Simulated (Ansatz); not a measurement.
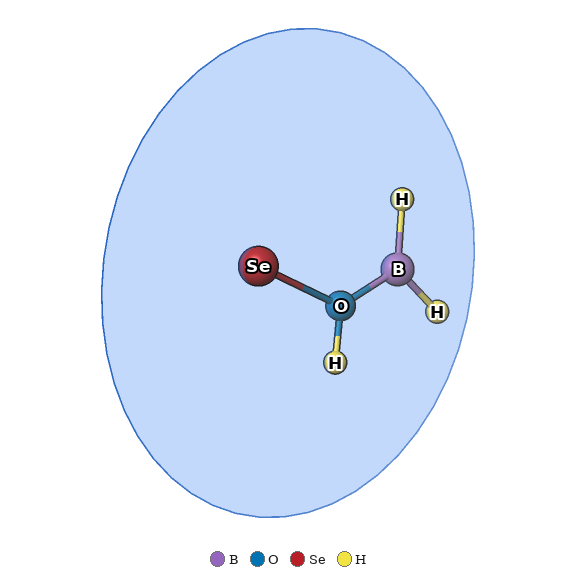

All proper rotation axes (lines) and mirror planes (discs) of the structure are drawn in. Distant atoms are faded towards the background colour. The computed structure is the end point of a PBE-D4/def2-SVP optimisation. No frequency run is at hand to confirm it as a minimum.

Q: Name the symmetry elements and the point group.

A: It has 1 mirror plane. Point group Cs. The group has 2 operations. The geometry is achiral, and symmetry allows a dipole moment.
